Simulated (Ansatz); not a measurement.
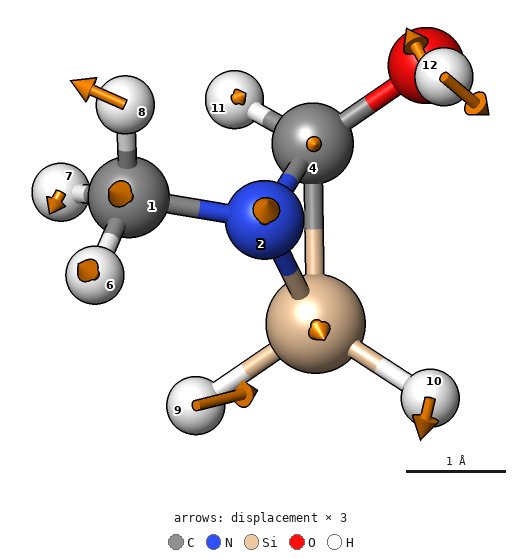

A relaxation of C2H7NOSi. The starting structure is drawn; orange arrows show the displacements, magnified 3 times. The two geometries are superimposed by the best rigid fit.

A ball-and-stick model, seen at a tilt.

The run prepares the start of a later molecular dynamics calculation, from a guessed geometry.

All numbers below come from Ansatz 0.2.0, RKS LDA/STO-3G.

Input
```yaml
crystal:
  periodic: [false, false, false]
  atoms:
    - { symbol: C, position_ang: [-1.2855, -0.0325, 0.7] }
    - { symbol: "N", position_ang: [-0.1369, 0.4295, -0.0186] }
    - { symbol: Si, position_ang: [1.4256, 0.2381, 0.4983] }
    - { symbol: C, position_ang: [0.5066, -0.5856, -0.8423] }
    - { symbol: O, position_ang: [0.6165, -0.1952, -2.2139] }
    - { symbol: H, position_ang: [-1.5864, 0.7557, 1.4667] }
    - { symbol: H, position_ang: [-1.2185, -0.9697, 1.1693] }
    - { symbol: H, position_ang: [-2.1428, -0.0089, -0.0121] }
    - { symbol: H, position_ang: [1.3649, -0.2458, 1.9481] }
    - { symbol: H, position_ang: [2.1313, 1.5303, 0.2545] }
    - { symbol: H, position_ang: [0.2281, -1.6406, -0.6066] }
    - { symbol: H, position_ang: [0.174, 0.6695, -2.3093] }
basis:
  gaussian: { orbitals: STO-3G }
hamiltonian:
  xc: lda
relax:
  f_tol: 0.02
  max_steps: 40
output:
  orbitals: {}
```

Command:
```bash
ansatz run input.yaml --threads 1 --pin off --max-ram 2048MiB --backend cpu --events-out ev --progress --plain --runs-dir out
```

Atoms of which element are displaced furthest, and by how much?

Hydrogen: up to 0.31 Å, against 0.17 Å for nitrogen.

What happened in the run?

The energy falls by 24.5 kcal/mol in 6 accepted moves (7 points after the start). The largest force component goes from 4.5 to 0.016 eV/Å. The line search rejected the trial step at point 3 of the run. The atom that moves furthest after the best rigid fit is H9 (0.31 Å). By element the largest moves are H 0.31 Å, N 0.17 Å, O 0.17 Å, C 0.14 Å, Si 0.10 Å. Some distances before and after: N2–Si3 1.657 → 1.800 Å, Si3–H9 1.530 → 1.454 Å, C1–N2 1.431 → 1.496 Å, C1–H7 1.050 → 1.112 Å. Among the angles between lasting bonds that change: N2–Si3–H9 107.1° → 117.4°, O5–C4–H11 118.7° → 108.5°, C4–O5–H12 107.5° → 99.8°. Groups turn about C4–O5 by about 25°. Cost: 19 s on 1 thread of Arm Neoverse V1, with other jobs on the host, peak memory 0.14 GiB.

Limits of the set-up: STO-3G is a minimal basis, so the numbers are rough.
